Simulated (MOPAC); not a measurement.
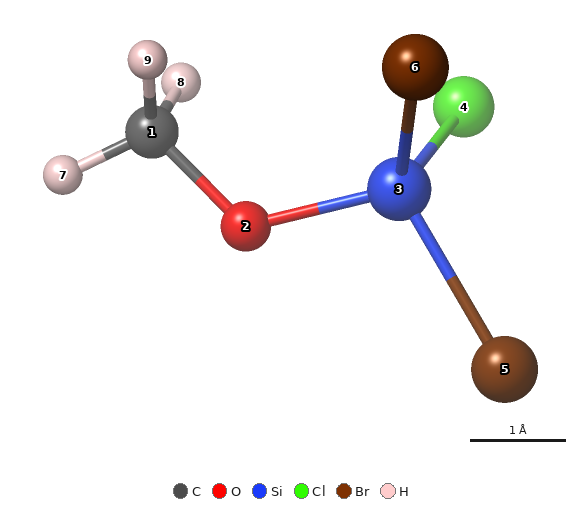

Fig. 1: The structure as given in the input (ball-and-stick view, seen at a tilt; atoms are numbered from 1 in the order of the input). Bond lengths as drawn: Br–Si 2.21 to 2.22 Å, Cl–Si 1.96 Å, C–H 1.05 to 1.17 Å, C–O 1.43 Å and O–Si 1.68 Å.

**Polarizability calculation of CH3Br2ClOSi**

- system: CH3Br2ClOSi, SMILES CO[Si](Cl)(Br)Br
- method: MNDOD, closed shell (MOPAC 23.2.5)

The geometry: force field.

### Input (mol.mop)
```
MNDOD POLAR(E=(0.0,1.17)) SINGLET RELSCF=0.0001 1SCF AUX(PRECISION=9) THREADS=1
CH3Br2ClOSi

C      0.292600 +1    -1.169300 +1     0.850000 +1
O      0.821200 +1    -0.232400 +1    -0.095800 +1
Si    -0.130600 +1     0.962600 +1    -0.805700 +1
Cl    -1.564800 +1     0.065500 +1    -1.787000 +1
Br     1.148600 +1     2.079000 +1    -2.242100 +1
Br    -0.886100 +1     2.347800 +1     0.746000 +1
H      1.053700 +1    -1.806900 +1     1.183800 +1
H     -0.508000 +1    -1.711300 +1     0.373700 +1
H     -0.138100 +1    -0.581200 +1     1.760000 +1
```

Machine: 1 thread of Arm Neoverse N1, 98 GiB of memory available, shared host.

Launch command:
```bash
mopac mol.mop
```

### Log
```
MOPAC v23.2.5
MNDOD CALCULATION RESULTS

 *  MNDOD      - The MNDOD Hamiltonian to be used
 *  POLAR      - CALCULATE FIRST, SECOND AND THIRD-ORDER POLARIZABILITIES
 *  THREADS=1  - MULTI-THREADING NOT USED
MNDOD POLAR(E=(0.0,1.17)) SINGLET RELSCF=0.0001 1SCF AUX(PRECISION=9) THREADS=1
 CH3Br2ClOSi

   ATOM   CHEMICAL          X               Y               Z
  NUMBER   SYMBOL      (ANGSTROMS)     (ANGSTROMS)     (ANGSTROMS)

     1       C          0.29260000  *  -1.16930000  *   0.85000000  *
     2       O          0.82120000  *  -0.23240000  *  -0.09580000  *
     3      Si         -0.13060000  *   0.96260000  *  -0.80570000  *
     4      Cl         -1.56480000  *   0.06550000  *  -1.78700000  *
     5      Br          1.14860000  *   2.07900000  *  -2.24210000  *
     6      Br         -0.88610000  *   2.34780000  *   0.74600000  *
     7       H          1.05370000  *  -1.80690000  *   1.18380000  *
     8       H         -0.50800000  *  -1.71130000  *   0.37370000  *
     9       H         -0.13810000  *  -0.58120000  *   1.76000000  *

          CARTESIAN COORDINATES

    NO.       ATOM           X           Y           Z

     1         C          0.2926     -1.1693      0.8500
     2         O          0.8212     -0.2324     -0.0958
     3        Si         -0.1306      0.9626     -0.8057
     4        Cl         -1.5648      0.0655     -1.7870
     5        Br          1.1486      2.0790     -2.2421
     6        Br         -0.8861      2.3478      0.7460
     7         H          1.0537     -1.8069      1.1838
     8         H         -0.5080     -1.7113      0.3737
     9         H         -0.1381     -0.5812      1.7600

           Empirical Formula: C H3 O Si Cl Br2  =     9 atoms

      MOLECULAR POINT GROUP   :   C1

 SINGLET STATE CALCULATION

      RHF CALCULATION, NO. OF DOUBLY OCCUPIED LEVELS = 19

  SCF CRITERION =    0.1000E-09

 -------------------------------------------------------------------------------
 MNDOD POLAR(E=(0.0,1.17)) SINGLET RELSCF=0.0001 1SCF AUX(PRECISION=9) THREADS=1
 CH3Br2ClOSi

     1SCF WAS SPECIFIED, SO BFGS WAS NOT USED
     SCF FIELD WAS ACHIEVED

                              MNDOD CALCULATION

          FINAL HEAT OF FORMATION =       -128.69162 KCAL/MOL =    -538.44575 KJ/MOL

          COSMO AREA              =        163.67 SQUARE ANGSTROMS
          COSMO VOLUME            =        165.07 CUBIC ANGSTROMS

          IONIZATION POTENTIAL    =         10.957329 EV
          HOMO LUMO ENERGIES (EV) =        -10.957 -1.156
          NO. OF FILLED LEVELS    =         19
          MOLECULAR WEIGHT        =        254.3806         POINT GROUP:  C1

          MOLECULAR DIMENSIONS (Angstroms)

            Atom       Atom       Distance
            H     7   Br     5     5.18131
           Br     6   Cl     4     3.47609
           Br     5   Cl     4     2.43521

          SCF CALCULATIONS        =          1

          WALL-CLOCK TIME         =      0.023 SECONDS
          COMPUTATION TIME        =      0.024 SECONDS

   ATOM   CHEMICAL          X               Y               Z
  NUMBER   SYMBOL      (ANGSTROMS)     (ANGSTROMS)     (ANGSTROMS)

     1       C          0.29260000  *  -1.16930000  *   0.85000000  *
     2       O          0.82120000  *  -0.23240000  *  -0.09580000  *
     3      Si         -0.13060000  *   0.96260000  *  -0.80570000  *
     4      Cl         -1.56480000  *   0.06550000  *  -1.78700000  *
     5      Br          1.14860000  *   2.07900000  *  -2.24210000  *
     6      Br         -0.88610000  *   2.34780000  *   0.74600000  *
     7       H          1.05370000  *  -1.80690000  *   1.18380000  *
     8       H         -0.50800000  *  -1.71130000  *   0.37370000  *
     9       H         -0.13810000  *  -0.58120000  *   1.76000000  *

                             CARTESIAN COORDINATES

   1    C        0.292600000    -1.169300000     0.850000000
   2    O        0.821200000    -0.232400000    -0.095800000
   3   Si       -0.130600000     0.962600000    -0.805700000
   4   Cl       -1.564800000     0.065500000    -1.787000000
   5   Br        1.148600000     2.079000000    -2.242100000
   6   Br       -0.886100000     2.347800000     0.746000000
   7    H        1.053700000    -1.806900000     1.183800000
   8    H       -0.508000000    -1.711300000     0.373700000
   9    H       -0.138100000    -0.581200000     1.760000000

           Empirical Formula: C H3 O Si Cl Br2  =     9 atoms

      MOLECULAR POINT GROUP   :   C1

                  EIGENVALUES
 -43.31500 -29.36864 -23.03036 -21.34677 -21.01975 -18.74503 -17.23292 -16.97569
 -15.84838 -14.49316 -14.28884 -13.91392 -13.03454 -12.67485 -12.25406 -11.78623
 -11.38668 -11.23826 -10.95733  -1.15606   0.14579   0.93200   1.38710   2.91314
   3.41152   4.16724   4.56418  11.71472  11.94815  12.43953  12.56291  13.57548
  18.67201  18.78011  18.85026  19.11202  19.11838  35.11495  35.15422  35.21070
  35.28915  35.40484  35.42919  35.62769  35.63372  35.85835  35.86665

              NET ATOMIC CHARGES AND DIPOLE CONTRIBUTIONS

  ATOM NO.   TYPE          CHARGE      No. of ELECS.   s-Pop       p-Pop       d-Pop
    1          C           0.260716        3.7393     1.20969     2.52960
    2          O          -0.411283        6.4113     1.76965     4.64163
    3         Si           0.467632        3.5324     1.00607     1.92565     0.60065
    4         Cl          -0.043957        7.0440     1.93941     5.07457     0.02997
    5         Br          -0.135444        7.1354     1.94041     5.18264     0.01239
    6         Br          -0.159226        7.1592     1.93983     5.20663     0.01276
    7          H           0.033960        0.9660     0.96604
    8          H          -0.005815        1.0058     1.00582
    9          H          -0.006583        1.0066     1.00658
 DIPOLE           X         Y         Z       TOTAL
 POINT-CHG.    -1.098    -2.233     0.836     2.625
 HYBRID         0.050    -0.239     0.137     0.280
 SUM           -1.048    -2.473     0.973     2.856

          ATOMIC ORBITAL ELECTRON POPULATIONS

     Atom    s        px        py        pz      x^2-y^2     xz        z^2       yz        xy
    1  C   1.20969   0.89284   0.82366   0.81309
    2  O   1.76965   1.60490   1.46653   1.57021
    3 Si   1.00607   0.61894   0.64949   0.65723   0.13089   0.11045   0.12893   0.11233   0.11805
    4 Cl   1.93941   1.60061   1.74320   1.73077   0.00553   0.00805   0.00417   0.00525   0.00696
    5 Br   1.94041   1.73392   1.78189   1.66684   0.00164   0.00299   0.00191   0.00327   0.00258
    6 Br   1.93983   1.86241   1.71441   1.62981   0.00174   0.00225   0.00228   0.00405   0.00244
    7  H   0.96604
    8  H   1.00582
    9  H   1.00658

 ENERGY OF "REORIENTED" SYSTEM WITHOUT FIELD:     -128.6916240059

  NFREQ=  2  IWFLB=  0  IBET=  1  IGAM=  1
  ATOL= 0.10000D-02  BTOL= 0.10000D-02    MAXITU=  500    MAXITA=  150

 CALCULATION OF STATIC FIELD QUANTITIES

 +++++ ALPHA AT       0.00000 EV.

                           COMPONENTS OF ALPHA

                     *X           *Y           *Z
           *=X:      38.4626      11.7242      -4.6195
           *=Y:       4.8847      44.6274       7.7246
           *=Z:      -8.0732      -1.8296      49.3794

  ISOTROPIC AVERAGE ALPHA =      44.15646 A.U. =      6.54293 ANG.**3

 +++++ BETA (SECOND HARMONIC GENERATION) AT       0.00000 EV.

                              COMPONENTS OF BETA
            *XX         *XY         *YY         *XZ         *YZ         *ZZ
   *=X   -19.41904    39.10477    38.78473  -119.84616  -188.25823   -22.58691
   *=Y    42.87528    27.12968   213.14471  -176.97254   -10.53744   189.53273
   *=Z  -127.09078  -195.33328   -66.24864    -5.21406   201.49434  -102.53546

 AVERAGE BETAX(SHG) VALUE AT   0.00000 EV =          0.3544 a.u. =  0.306170E-32 ESU
 AVERAGE BETAY(SHG) VALUE AT   0.00000 EV =        270.6081 a.u. =  0.233790E-29 ESU
 AVERAGE BETAZ(SHG) VALUE AT   0.00000 EV =       -152.3426 a.u. = -0.131615E-29 ESU

 AVERAGE BETA (SHG) VALUE AT   0.00000 EV =        310.5433 a.u. =  0.268291E-29 ESU
   (1 a.u. = 8.639418X10-33 esu)

 +++++ ALPHA AT       0.00000 EV.

                           COMPONENTS OF ALPHA

                     *X           *Y           *Z
           *=X:      38.7856      11.8779      -4.5632
           *=Y:       7.2765      45.3118       7.9584
           *=Z:      -5.7129      -0.7198      49.8314

  ISOTROPIC AVERAGE ALPHA =      44.64293 A.U. =      6.61502 ANG.**3

 GAMMA (THIRD HARMONIC GENERATION) AT    0.00000 EV.

 GAMMA(X,X,X,X) =          5094.75320
 GAMMA(Y,Y,Y,Y) =          9154.87645
 GAMMA(Z,Z,Z,Z) =         10228.86382
 GAMMA(X,X,Y,Y) =          3244.81683
 GAMMA(X,X,Z,Z) =          3730.78843
 GAMMA(Y,Y,X,X) =          3328.04011
 GAMMA(Y,Y,Z,Z) =          5190.56982
 GAMMA(Z,Z,X,X) =          3950.71546
 GAMMA(Z,Z,Y,Y) =          5262.92672

 AVERAGE GAMMA VALUE AT    0.00000 =          9837.27016 a.u. =         4954.74040 ESU (X10-39)

 CALCULATION FOR A FREQUENCY OF    1.17000 EV  =       0.04300 A.U.
                  WAVELENGTH OF    1059.69 NM  =    9436.68297 CM(-1)

 +++++ ALPHA AT       1.17000 EV.

                           COMPONENTS OF ALPHA

                     *X           *Y           *Z
           *=X:      39.3228      12.5158      -4.0298
           *=Y:       6.7050      45.7442       8.7496
           *=Z:     -14.4111      -4.4525      49.1528

  ISOTROPIC AVERAGE ALPHA =      44.73994 A.U. =      6.62939 ANG.**3

 +++++ BETA (SECOND HARMONIC GENERATION) AT       1.17000 EV.

                              COMPONENTS OF BETA
            *XX         *XY         *YY         *XZ         *YZ         *ZZ
   *=X   -22.15050    70.05098    54.10041  -123.00196  -196.20737   -27.21145
   *=Y   107.30385    50.09302   220.73774  -174.02268    -7.59685   191.04366
   *=Z  -138.52528  -187.21558   -65.05405    44.72079   228.50234   -88.84295

 AVERAGE BETAX(SHG) VALUE AT   1.17000 EV =         30.0130 a.u. =  0.259295E-30 ESU
 AVERAGE BETAY(SHG) VALUE AT   1.17000 EV =        311.5335 a.u. =  0.269147E-29 ESU
 AVERAGE BETAZ(SHG) VALUE AT   1.17000 EV =       -146.2612 a.u. = -0.126361E-29 ESU

 AVERAGE BETA (SHG) VALUE AT   1.17000 EV =        345.4652 a.u. =  0.298462E-29 ESU
   (1 a.u. = 8.639418X10-33 esu)

 +++++ ALPHA AT       3.51000 EV.

                           COMPONENTS OF ALPHA

                     *X           *Y           *Z
           *=X:      42.5940      16.4819      -1.8241
           *=Y:       8.2110      50.6835      13.5157
           *=Z:      -6.3741      -1.5415      54.2979

  ISOTROPIC AVERAGE ALPHA =      49.19180 A.U. =      7.28905 ANG.**3

 GAMMA (THIRD HARMONIC GENERATION) AT    1.17000 EV.

 GAMMA(X,X,X,X) =          6355.10631
 GAMMA(Y,Y,Y,Y) =         11322.30890
 GAMMA(Z,Z,Z,Z) =         12487.43478
 GAMMA(X,X,Y,Y) =          3028.40914
 GAMMA(X,X,Z,Z) =          4223.21562
 GAMMA(Y,Y,X,X) =          4308.48051
 GAMMA(Y,Y,Z,Z) =          6474.34256
 GAMMA(Z,Z,X,X) =          4690.18565
 GAMMA(Z,Z,Y,Y) =          6503.82431

 AVERAGE GAMMA VALUE AT    1.17000 =         11878.66155 a.u. =         5982.92853 ESU (X10-39)

 *                    *
 * JOB ENDED NORMALLY *
 *                    *

 TOTAL JOB TIME:             0.18 SECONDS

 == MOPAC DONE ==
```

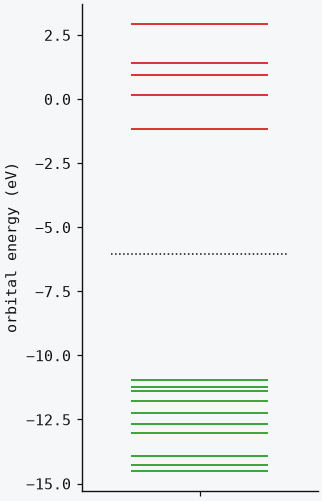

Fig. 2: Orbital energies near the frontier; the dotted line parts filled from empty levels, and levels within 0.02 eV of each other stand side by side. Highest filled −10.96 eV, lowest empty −1.16 eV, 9.80 eV apart.

### Results in brief

```json
{"quantity": "outcome", "value": "converged"}
{"quantity": "heat of formation", "value": "−128.69 kcal/mol"}
{"quantity": "basis functions", "value": "47"}
{"quantity": "HOMO", "value": "−10.96 eV"}
{"quantity": "LUMO", "value": "−1.16 eV"}
{"quantity": "dipole moment", "value": "2.86 D"}
{"quantity": "peak memory", "value": "0.071 GiB"}
```

### Remarks

Settings chosen away from the usual ones: relscf. MOPAC's energies along a path are heats of formation.
